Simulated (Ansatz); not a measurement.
# Calculations on C2H7Al

### Relaxation

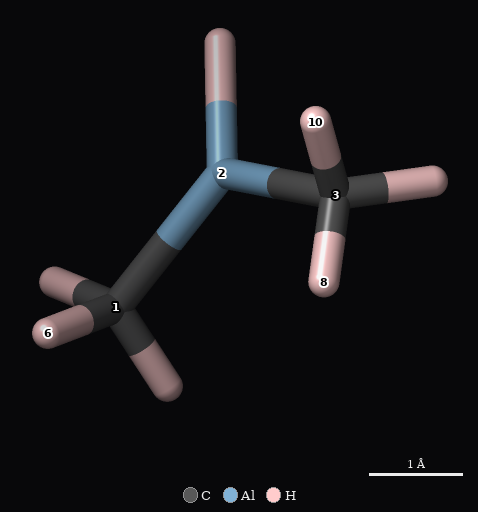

This is the input geometry for a relaxation of C2H7Al (coarse preliminary run). Style: stick. Shown from a free direction.

These are results of RKS PBE-D4/def2-SVP in Ansatz 0.2.0, not measurements.

Input
```yaml
crystal:
  periodic: [false, false, false]
  atoms:
    - {symbol: C, position_ang: [-1.216900, 0.880800, -0.751800]}
    - {symbol: Al, position_ang: [0.494600, 0.023700, -0.556800]}
    - {symbol: C, position_ang: [0.882500, -0.958100, 1.108300]}
    - {symbol: H, position_ang: [-2.001000, 0.182400, -0.687700]}
    - {symbol: H, position_ang: [-1.312300, 1.412000, -1.773500]}
    - {symbol: H, position_ang: [-1.388000, 1.701700, 0.033700]}
    - {symbol: H, position_ang: [1.602500, 0.098300, -1.728200]}
    - {symbol: H, position_ang: [0.087900, -0.877500, 1.805900]}
    - {symbol: H, position_ang: [1.124100, -2.006600, 0.926300]}
    - {symbol: H, position_ang: [1.809700, -0.507900, 1.626900]}
basis:
  gaussian: {orbitals: def2-SVP}
hamiltonian: {xc: pbe, dispersion: d4}
relax: {f_tol: 0.03, max_steps: 250}
```

Question: What does the optimiser find from here?

Answer: The optimiser took 6 steps. The atom that moves furthest after the best rigid fit is H8 (0.12 Å). Largest moves by element: H 0.12 Å, C 0.07 Å, Al 0.01 Å. Some distances before and after: C1–H4 1.052 → 1.112 Å, C3–H8 1.060 → 1.109 Å, C1–H5 1.155 → 1.109 Å, C1–Al2 1.924 → 1.970 Å. Bond angles that change, for instance: H4–C1–H6 108.8° → 105.7°, H8–C3–H9 110.4° → 107.9°, C1–Al2–C3 118.8° → 121.3°.

The structure at the end:

```xyz
10

C    -1.2287    0.9301   -0.7936
Al    0.4982    0.0163   -0.5444
C     0.9096   -0.9590    1.1166
H    -2.0823    0.2368   -0.6292
H    -1.3525    1.3917   -1.7943
H    -1.3464    1.7377   -0.0368
H     1.6228    0.0790   -1.6930
H     0.0659   -0.9931    1.8359
H     1.2230   -2.0052    0.9076
H     1.7736   -0.4856    1.6343
```

The end point in the same view:

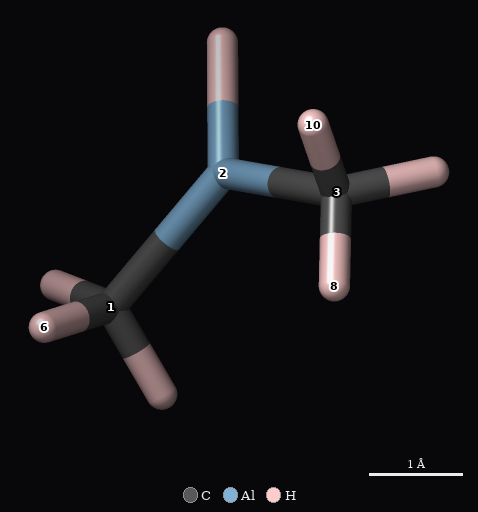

### Relaxation

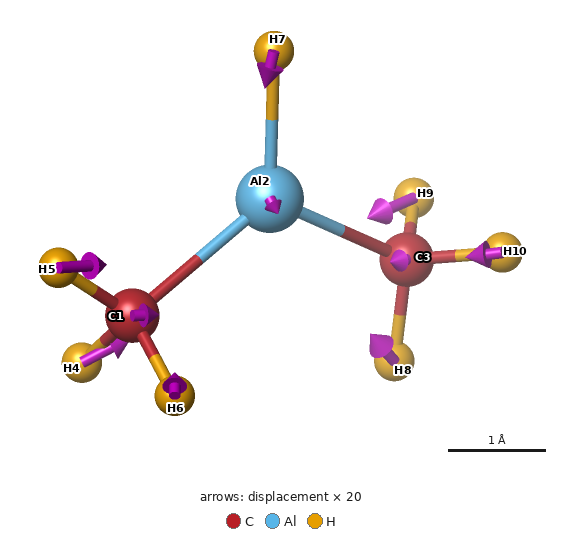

A relaxation of C₂H₇Al. The starting structure is drawn; purple arrows show the displacements, magnified 20 times. The two geometries are superimposed by the best rigid fit.

The picture is a ball-and-stick view, seen at a tilt.

Level of theory: RKS PBE0-D4/def2-TZVP (Ansatz). (force threshold 0.005 eV/Å; at most 200 steps)

Question: Atoms of which element are displaced furthest, and by how much?

Answer: Hydrogen: up to 0.035 Å, against 0.016 Å for carbon.

Question: Describe the change and its energy.

Answer: The largest moves after the best rigid fit, 0.035 Å, are those of H5 and H9. Largest moves by element: H 0.035 Å, C 0.016 Å, Al 0.010 Å. Some distances before and after: C1–H5 1.109 → 1.092 Å, C1–H4 1.112 → 1.095 Å, Al2–C3 1.970 → 1.954 Å, Al2–H7 1.609 → 1.595 Å. The energy falls by 3.10 kJ/mol in 3 geometry steps. The largest force component goes from 0.49 to 0.0027 eV/Å. The run took about 23 core-seconds on a shared host.

### A change

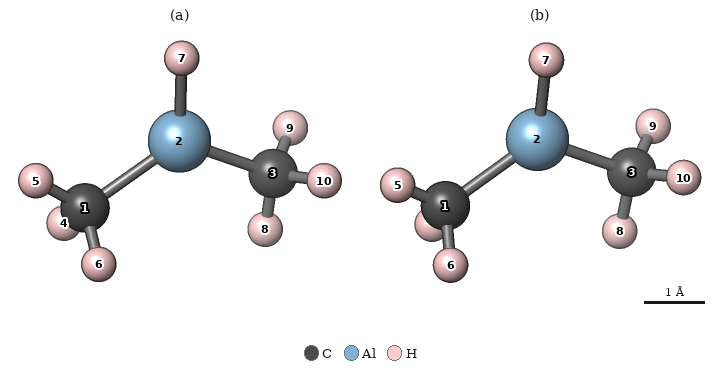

Left: C2H7Al. Right: the same structure after one change, at the same scale. A ball-and-stick model, seen at a tilt.

Theory: RKS PBE-D4/def2-TZVPP (Ansatz). 

### Which change leads from the left to the right?

All atoms are moved at random (σ = 0.06 Å) from the PBE0-D4/def2-TZVP minimum.

### How do the computed properties respond?

The energy rises by 10.5 kcal/mol. The largest force is 4 eV/Å, on H5. The forces point partly back along the displacements (cosine −0.51). At other levels of theory the same distortion costs 10.3 kcal/mol (RKS r2SCAN-D4/def2-TZVPP), 10.5 kcal/mol (RKS PBE0-D4/def2-TZVPP), 10.3 kcal/mol (RKS wB97M-V/def2-TZVPP), 10.8 kcal/mol (RHF-CCSD(T), frozen core/def2-TZVPP). Among the bonded contacts that change: C1–H5 1.092 → 1.005 Å, C3–H8 1.093 → 1.152 Å, Al2–C3 1.954 → 1.919 Å, C1–Al2 1.954 → 1.923 Å. Bond angles that change, for instance: Al2–C1–H6 110.4° → 120.5°, H5–C1–H6 107.6° → 99.4°.

### A change

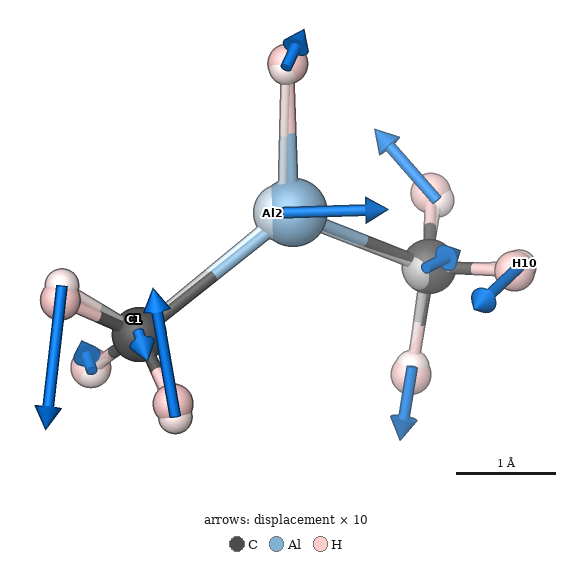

C2H7Al, drawn pale, and a changed version of it, drawn solid. The blue arrows show how the atoms are displaced, magnified 10 times. A ball-and-stick model, seen at a tilt.

Computed with RKS PBE0-D4/def2-TZVPP (Ansatz 0.2.0). 

What was done to the structure, and with what result?

All atoms are moved at random (σ = 0.06 Å) from the PBE0-D4/def2-TZVP minimum. Energy change: +83.1 kJ/mol. The largest force is 6.9 eV/Å, on a C atom. The forces point partly back along the displacements (cosine −0.56). At other levels of theory the same distortion costs 81.1 kJ/mol (RKS PBE-D4/def2-TZVPP), 83.3 kJ/mol (RKS r2SCAN-D4/def2-TZVPP), 83.0 kJ/mol (RKS wB97M-V/def2-TZVPP), 83.0 kJ/mol (RHF-CCSD(T), frozen core/def2-TZVPP). Among the bonded contacts that change: C–H 1.095 → 0.960 to 1.179 Å, Al–C 1.954 → 1.921 to 2.054 Å, Al–H 1.595 → 1.619 Å. Among the angles between lasting bonds that change: H–C–H 105.9° → 117.7°, H–C–H 106.0° → 115.1°.

### Distortion

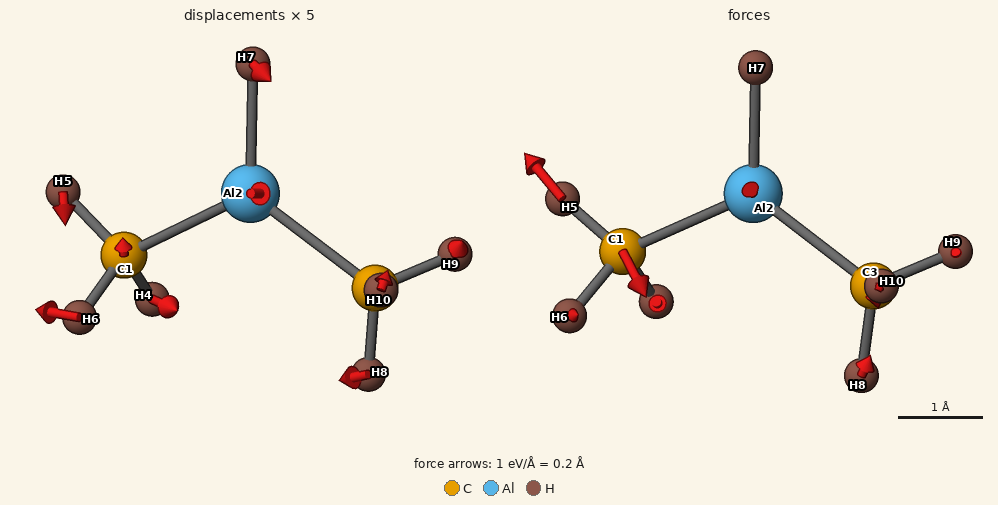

Left: C2H7Al, with red arrows for the displacements applied to it. Right: the displaced structure with the computed forces. Style: ball-and-stick. Shown at a tilt.

Method: Ansatz 0.2.0, RKS PBE-D4/def2-TZVPP. 

Question: Where do the forces point?

Answer: All atoms are moved at random (σ = 0.06 Å) from the PBE0-D4/def2-TZVP minimum. It costs 44.1 kJ/mol. The largest force is 4 eV/Å, on H5. The forces point partly back along the displacements (cosine −0.51). At other levels of theory the same distortion costs 42.9 kJ/mol (RKS r2SCAN-D4/def2-TZVPP), 43.8 kJ/mol (RKS PBE0-D4/def2-TZVPP), 43.1 kJ/mol (RKS wB97M-V/def2-TZVPP), 45.0 kJ/mol (RHF-CCSD(T), frozen core/def2-TZVPP). Among the bonded contacts that change: C1–H5 1.092 → 1.005 Å, C3–H8 1.093 → 1.152 Å, Al2–C3 1.954 → 1.919 Å, C1–Al2 1.954 → 1.923 Å. Among the angles between lasting bonds that change: Al2–C1–H6 110.4° → 120.5°, H5–C1–H6 107.6° → 99.4°.
